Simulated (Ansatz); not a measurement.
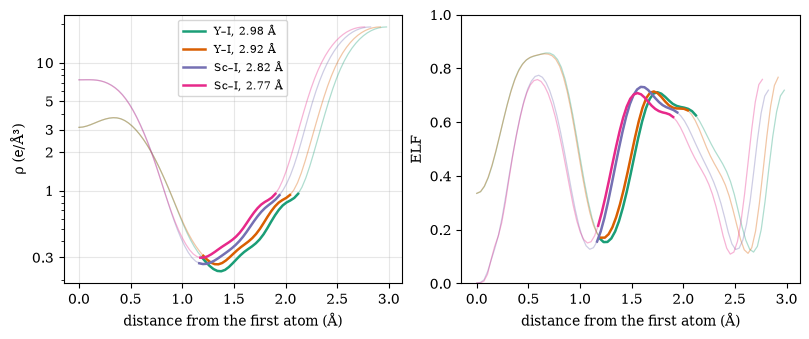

The picture shows: YScI6. Valence pseudo-density and electron localisation function along straight lines between neighbouring atoms. Thin, pale parts lie inside the atomic spheres.

Space group Amm2; a structure from a database of computed crystals, not necessarily the ambient phase; started from the MoWO6-8 prototype, which need not be the ambient phase.

Computed with Ansatz 0.2.0, DFT, PBEsol, plane waves, PAW.

In a PAW calculation such maps are meaningful between the atoms, not at the nuclei.

```
CELL_PARAMETERS angstrom
-0.00084 0.00000 11.55610
0.00000 -8.26644 0.00000
8.29520 0.00000 0.00058
ATOMIC_POSITIONS crystal
Y 0.50000 0.00000 0.00041
Y 0.50000 0.50000 0.50041
Sc 0.00002 0.00000 0.03007
Sc 0.00002 0.50000 0.53007
I 0.00000 0.25337 0.24784
I 0.00000 0.75337 0.74784
I 0.00000 0.74663 0.24784
I 0.00000 0.24663 0.74784
I 0.50002 0.24984 0.24899
I 0.50002 0.74984 0.74899
I 0.50002 0.75016 0.24899
I 0.50002 0.25016 0.74899
I 0.24248 0.50000 0.48792
I 0.24248 0.00000 0.98792
I 0.75754 0.50000 0.48793
I 0.75754 0.00000 0.98793
```

> Compare the contacts.

Y–I (2.98 Å): ρ is about 0.27 e/Å³ halfway; the ELF is about 0.40 at the midpoint (a closed-shell, largely ionic contact).
Y–I (2.92 Å): the density is about 0.3 e/Å³ at the midpoint; the ELF is about 0.40 at the midpoint (an ionic contact with no shared pair).
Sc–I (2.82 Å): ρ at the midpoint is about 0.32 e/Å³, with its minimum of 0.27 e/Å³ about 1.2 Å from Sc; the ELF peaks at about 0.75 in the valence shell of I, 1.2 Å from its nucleus, and is about 0.55 at the midpoint.
Sc–I (2.77 Å): the density is about 0.36 e/Å³ at the midpoint; the ELF is about 0.55 at the midpoint.
